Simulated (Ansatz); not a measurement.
The calculation's input:

```
crystal:
  periodic: [false, false, false]
  atoms:
    - { symbol: Si, position_ang: [0.0, 0.0, 0.0] }
    - { symbol: O, position_ang: [1.0382, 0.0, 1.5673] }
    - { symbol: Si, position_ang: [-0.2765, -0.4067, 2.5309] }
    - { symbol: H, position_ang: [-1.2008, -1.2403, 1.7677] }
    - { symbol: H, position_ang: [0.1876, -1.1432, 3.7029] }
    - { symbol: H, position_ang: [-0.9605, 0.8095, 2.9606] }
    - { symbol: H, position_ang: [1.629, 0.0, 0.3193] }
    - { symbol: H, position_ang: [-0.6877, 1.1914, -0.4862] }
    - { symbol: F, position_ang: [-0.7489, -1.2974, -0.5295] }
basis:
  gaussian: { orbitals: def2-SVP }
hamiltonian:
  xc: pbe0
relax:
  f_tol: 0.15
  max_steps: 25
  restrain:
    - { distance: [1, 6], at: 2.21, k: 30.0 }
    - { distance: [0, 1], at: 1.68, k: 30.0 }
    - { distance: [0, 6], at: 1.46, k: 30.0 }
output:
  orbitals: {}
```

Command:

```sh
ansatz run input.yaml --threads 2 --pin off --max-ram 3072MiB --backend cpu --events-out ev --progress --plain --runs-dir out
```

The fields are those of the run's last geometry, not of the input's.

Not at a stationary point (largest force 1.2 eV/Å).

Computed with RKS PBE0/def2-SVP (Ansatz 0.2.0).

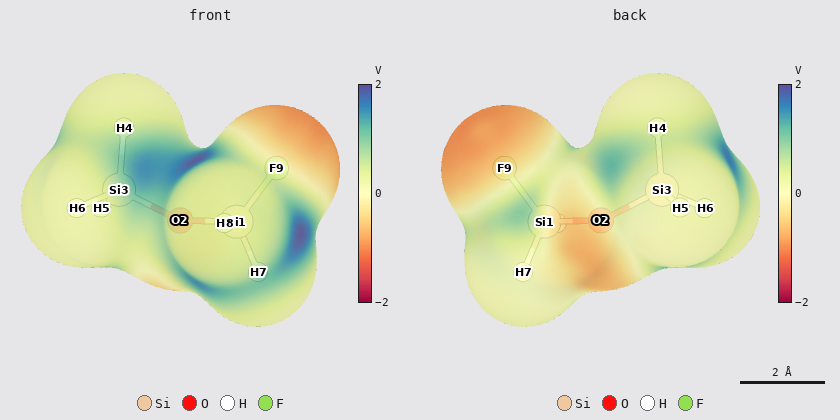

FH₅OSi₂. The electrostatic potential painted on the density surface at 0.002 e/bohr³, seen from the front and from behind; red is negative and blue positive.

Describe the electrostatic potential map.

The most negative region (about −1.0 V) lies over F9, the most positive (about +1.9 V) over Si1.
